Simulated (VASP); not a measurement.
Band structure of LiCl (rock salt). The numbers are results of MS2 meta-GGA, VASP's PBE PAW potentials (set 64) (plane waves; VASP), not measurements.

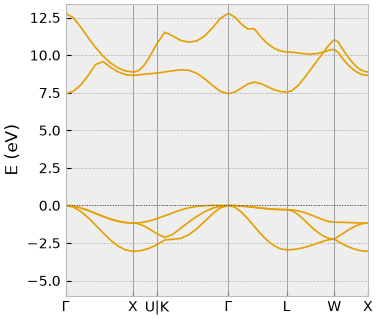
Fig. 1. Bands along high-symmetry lines, zero at the valence-band maximum or, without a gap, the Fermi level

Problem. Read the plot: is there a gap, and where are the band edges?

Solution. The gap is indirect, 7.43 eV, from the valence maximum at K-Γ at 0.78 to the conduction minimum at Γ.

Measured: gap 9.40 eV (computed value off by -1.97 eV), as given by Wei Chen et al., Physical Review Materials (2018), doi:10.1103/physrevmaterials.2.073803.

The compound is LiCl in the rock salt structure. It was relaxed first.
